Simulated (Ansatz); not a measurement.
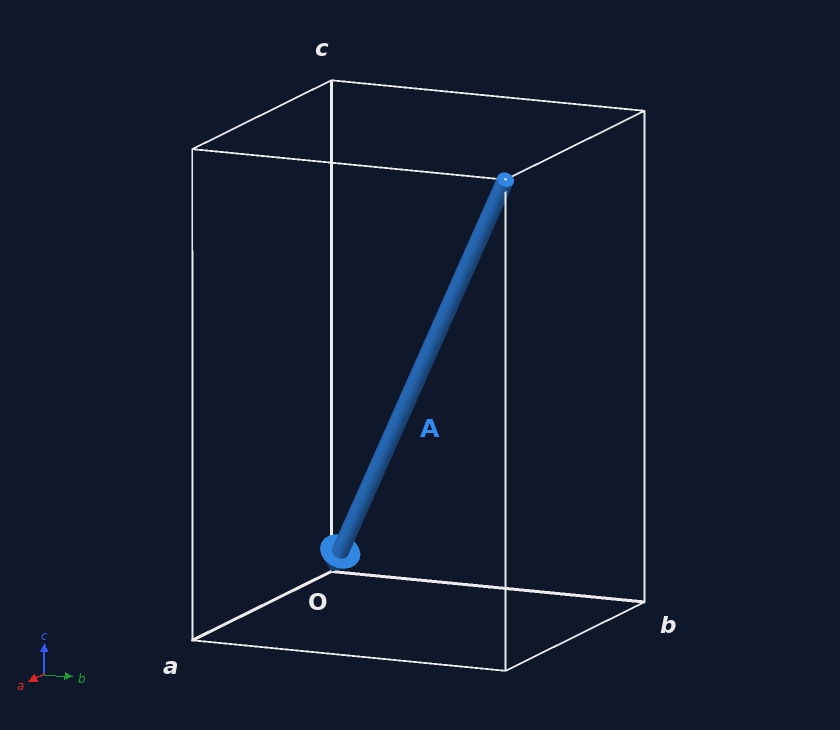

The arrow starts at a corner of the unit cell and ends on its surface; where a tip isn't a corner, dashed lines run from it parallel to the axes. Crystal: ZnC2, the geometry relaxed (final pressure about 20 GPa) with Ansatz 0.2.0, DFT LDA, scalar-relativistic, plane waves, PAW; the starting structure was generated, so it need not be a known form of this composition. The drawing is computed from the coordinates (standard cell, symmetry found to 0.002 Å).

a = 3.415 Å, b = 3.415 Å, c = 5.017 Å, α = 90.00°, β = 90.00°, γ = 90.00°.

Q: Give [uvw] of the arrow.

A: Arrow A runs from (1, 1, 1) to (0, 0, 0), so [−1 −1 −1].

Q: How long is the vector ua + vb + wc?

A: 6.964 Å.

Q: In I4/mmm (No. 139), how many directions are equivalent to A (Laue class 4/mmm, both senses counted)?

A: 8.
